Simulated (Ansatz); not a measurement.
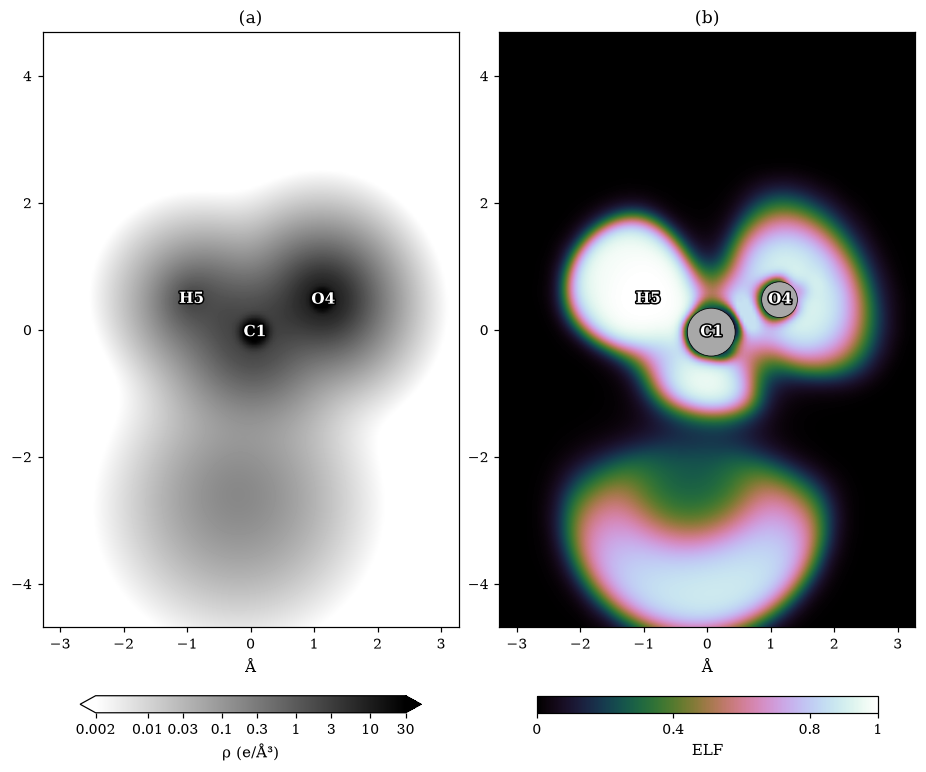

Figure. CHO···FIn (SMILES [CH][O].[F][In]) (doublet). (a) electron density; (b) electron localisation function on the plane of atoms O4, C1 and H5. Grey discs cover the atomic cores in the ELF map.

Geometry: BLYP-D3(BJ)/def2-SVP; core potentials replace the inner electrons of In.

The calculation used isolated molecule in a Gaussian basis; Kohn-Sham density functional theory, functional PBE0 (Ansatz 0.2.0).

```yaml
atoms:
  - { symbol: C, position_ang: [-0.9171, -2.5979, -0.8860] }
  - { symbol: F, position_ang: [0.1219, -4.1058, -2.3310] }
  - { symbol: In, position_ang: [0.4225, -2.3124, -3.3564] }
  - { symbol: O, position_ang: [-2.1075, -2.6441, -0.8967] }
  - { symbol: H, position_ang: [-0.2249, -3.0981, -0.1471] }
```

Question: Interpret the plot.

Answer: The plane passes through C, O and H nuclei.
C–O (1.19 Å): the density is about 3.5 e/Å³ at the midpoint; the ELF peaks at about 0.85 between the atoms: a short, multiple covalent bond.
C–H (1.13 Å): ρ at the midpoint is about 1.9 e/Å³; the ELF climbs to about 1 towards the hydrogen, as it does in any bond to H; a covalent bond by its length.
The ELF also peaks beside O4, away from the bonds: non-bonding electrons, paired or unpaired.
